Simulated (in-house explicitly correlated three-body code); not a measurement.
Two electrons around a point charge Z = 4.5. Computed variationally in 260 exponentially correlated functions with an in-house code, non-relativistic, converged to about 10⁻⁷ hartree. Wanted, and plotted below: the distribution of the distance r₁₂ between the electrons in the ground state (one pair, times 4πr₁₂²) and its difference from that of the Kohn-Sham determinant with the same density, the Coulomb hole.

The pair density peaks near r₁₂ = 0.42 bohr, and ⟨r₁₂⟩ = 0.5422 bohr. Correlation takes weight from short distances: the hole is deepest (−0.082 bohr⁻¹) near 0.21 bohr and first changes sign near 0.42 bohr, moving 2.0 % of the pair outwards. The mean cosine of the angle between the electrons is −0.0293, and the density-functional correlation energy is −44.53 millihartree.

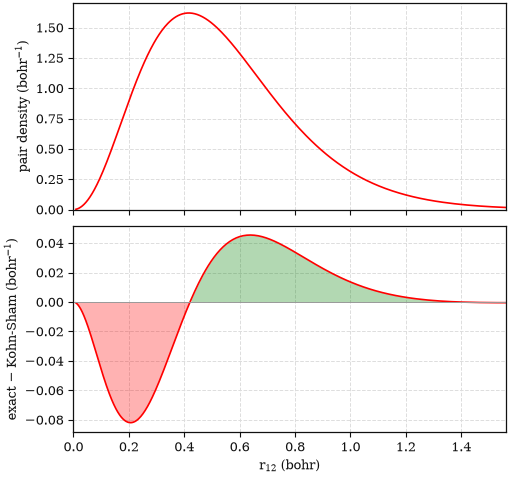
